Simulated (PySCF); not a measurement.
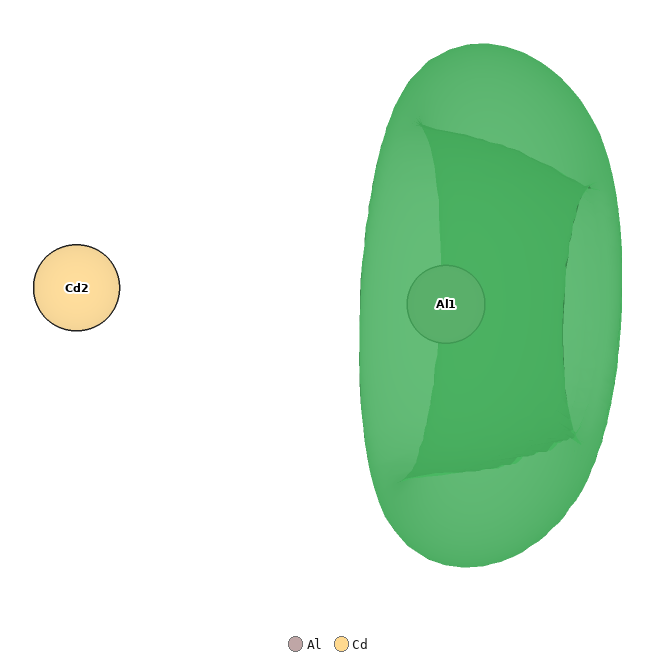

AlCd (charge −1, triplet). Isosurface of the ELF at 0.9 (green), seen from one side. Core shells and regions of very low density are left out.

Core potentials replace the inner electrons of Cd.

These are results of PBE0/def2-SVPD, non-relativistic Hamiltonian with scalar-relativistic core potentials where named, at a bond length of 2.694 Å (PySCF 2.14.0), not measurements.

```xyz
2

Al    0.0000    0.0000   -2.1781
Cd    0.0000    0.0000    0.5159
```

Identify the bonds, lone pairs and shells in this picture.

Answer. The ELF exceeds this value in one region wrapped around Al (its valence shell).

Values along the shortest contacts:
Al–Cd (2.69 Å): the ELF is about 0.30 at the midpoint.
